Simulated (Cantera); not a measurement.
Input: 1 mol Si, a varied amount of Br2, at 473.15 K and 0.133 bar.

Method: chemical equilibrium by Gibbs-energy minimisation in Cantera with the NASA 1993 tables (ideal gas, pure condensed phases). Candidate condensed phases: Br2, Si; 9 gas species. The numbers say what is thermodynamically allowed, not how fast it happens.

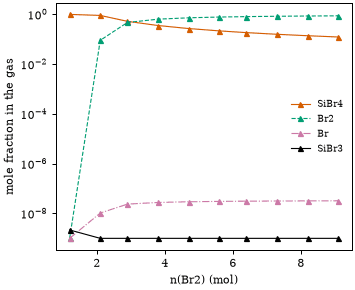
Fig. 1. Equilibrium gas composition (values under 1e-9 drawn at 1e-9)

Question: Read off the mole fractions at 2.9 mol Br2.

Answer: SiBr4 about 0.53, Br2 about 0.47, Br about 2.4e-8.
